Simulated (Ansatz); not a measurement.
One crystal and one scan (frozen-phonon scan) at two levels, PBE (plane waves to 420 eV, PAW, scalar-relativistic; Ansatz, a quantum-chemistry and plane-wave program) and r2SCAN (plane waves to 500 eV, PAW, scalar-relativistic; Ansatz), each from its own relaxed cell and on its own mesh. The cell shown is that of PBE.

Pt (fcc, Cu type)

```xyz
2
Lattice="0.0000 3.9701 3.9701 1.9850 0.0000 1.9850 1.9850 1.9850 0.0000" Properties=species:S:1:pos:R:3 pbc="T T T"
Pt     0.0000     0.0000     0.0000
Pt     1.9850     3.9701     1.9850
```

A phonon eigenvector at L = (0.5, 0.0, 0.0) is frozen into this cell: atom i moves by Q times the vector below, so Q is the largest atomic displacement, in Å. The cell is held. It is one choice among 2 degenerate patterns. (q is in reciprocal vectors of the primitive cell; the cell shown is doubled to hold the pattern.)

| atom | x | y | z |
|---|---|---|---|
| Pt1 | 0.285 | -0.520 | 0.805 |
| Pt2 | -0.285 | 0.520 | -0.805 |

Pt is run without spin polarisation. Pt was relaxed with its symmetry unable to fall. Spin-orbit coupling is left out, though Pt is heavy. The PAW data are Ansatz's earlier set. With partly filled bands, energies and forces of such displacements shift with the k mesh and the smearing. Percentages come from the unrounded values. Both scans cover Q from -0.280 to 0.280 Å.

| quantity | PBE | r2SCAN | PBE − r2SCAN |
|---|---|---|---|
| Lattice constant a (Å) | 3.970 | 3.940 | +0.030 (+0.8 %) |
| Energy at Q = 0.280 Å (meV/cell) | 281 | 294 | -13 (-5 %) |
| Harmonic wavenumber from the curvature (finite differences) (cm⁻¹ (negative: imaginary)) | 90 | 94 | -4 (-4 %) |

PBE gives the higher value for: lattice constant a. PBE gives the lower value for: energy at Q = 0.280 Å; harmonic wavenumber from the curvature. Both give the same space group of the distorted cell: P-1 (No. 2), lowered from Fm-3m. Neither level is exact: the differences show how much the result hangs on the functional.

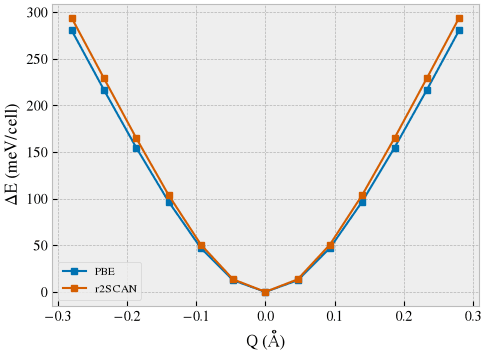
Figure: ΔE, each from the undisplaced structure of its own level.

(For displaced atoms, the force is minus the slope of the energy, and its curvature is a force constant, which sets phonon frequencies.)
